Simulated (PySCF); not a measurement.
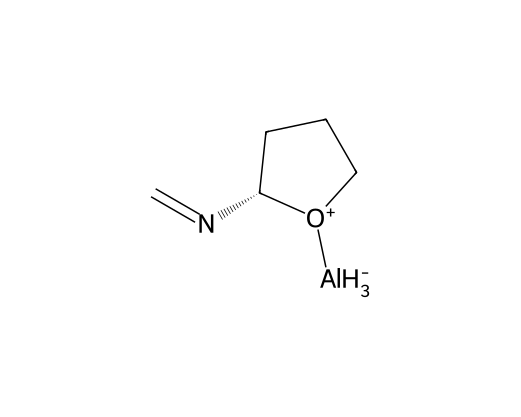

Structural formula above. The geometry was computed by an optimisation with PBE0-D3(BJ)/def2-SVP. No frequency run is at hand to confirm it as a minimum.

Describe the 3D structure.

Formula C₅H₁₂AlNO. SMILES: `C=N[C@@H]1CCC[O+]1[AlH3-]`. Among its groups: imine. The point group is C1. Coordination, clear cases only: 1 C trigonal planar; 1 N bent; 4 C tetrahedral.

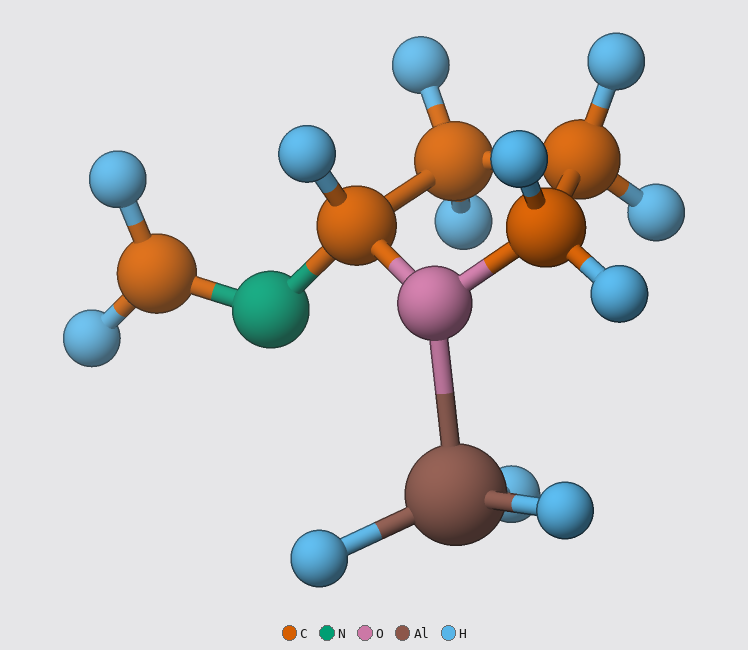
